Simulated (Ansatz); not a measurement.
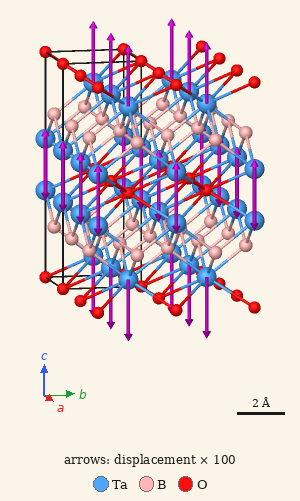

A relaxation of solid Ta₂B₂O (a generated structure, set up in I4/mmm) (coarse preliminary run). The starting structure is drawn; purple arrows show the displacements (the part carried along by the change of the cell is left out), 100 times their true length.

Style: ball-and-stick. Shown: the conventional cell (2 times the calculation's cell), repeated 3 × 2 × 1 with one cell outlined, slightly off an axis. Lengths and directions refer to the drawn axes.

Method: Ansatz, DFT PBE, scalar-relativistic, plane waves, PAW.

Input file:
```yaml
crystal:
  lattice:
    - [-1.73605377, 1.73605377, 4.9352848]
    - [1.73605377, -1.73605377, 4.9352848]
    - [1.73605377, 1.73605377, -4.9352848]
  atoms:
    - { symbol: Ta, position: [0.38518, 0.38518, 0.0] }
    - { symbol: Ta, position: [0.61482, 0.61482, 0.0] }
    - { symbol: B, position: [0.75, 0.25, 0.5] }
    - { symbol: B, position: [0.25, 0.75, 0.5] }
    - { symbol: O, position: [0.0, 0.0, 0.0] }
basis:
  ecutwfc: 420
kpoints:
  mp_grid: { grid: [8, 8, 8] }
hamiltonian:
  xc: pbe
scf:
  occupations: { method: gaussian, width: 0.1 }
  lower_state_search: "off"
output:
  forces: true
  stress: true
  eigenvalues: true
relax:
  adjacent_minimum: "off"
  f_tol: 0.04
  max_steps: 70
  cell: { stress_tol: 0.4 }
```

Run as
```bash
ansatz run input.yaml --threads 1 --pin off --max-ram 2560MiB --backend cpu --events-out ev --progress --plain --runs-dir out
```

Question: Atoms of which element are displaced furthest, and by how much?

Answer: Tantalum: up to 0.027 Å, against 0.000 Å for boron.

Question: Describe the change and its energy.

Answer: Over 11 accepted moves (15 points after the start) the energy falls by 5.025 eV per cell of the calculation. Largest force component: 4.3 eV/Å at the start, 0.0051 eV/Å at the end. The pressure goes from 13.84 to −0.06 GPa. The line search rejected the trial step at point 7 of the run. The SCF was repeated 3 times at an unchanged geometry on a basis and grid sized afresh for the cell, which shifted the energy by 0.238 eV per cell of the calculation at most. The largest moves relative to the cell, 0.027 Å, are those of Ta1 and Ta2. Ta2 goes along −c. B and O stay in place. The drawn cell changes as follows: a = b 3.472 → 2.835 Å (−18.4 %), c 9.871 → 13.391 Å (+35.7 %); the volume changes by −9.6 %. Among the contacts that change: Ta1–Ta2 2.267 → 3.021 Å, Ta1–Ta1 3.472 → 2.835 Å, B3–B4 2.455 → 2.005 Å, Ta1–O5 2.704 → 2.510 Å. Bond angles that change, for instance: Ta1–B4–Ta1 104.9° → 75.3°, Ta1–B4–Ta2 111.8° → 128.8°. The space group stays I4/mmm (No. 139). Cost: 73 s on 1 thread of Arm Neoverse V2, with other jobs on the host, peak memory 0.37 GiB.
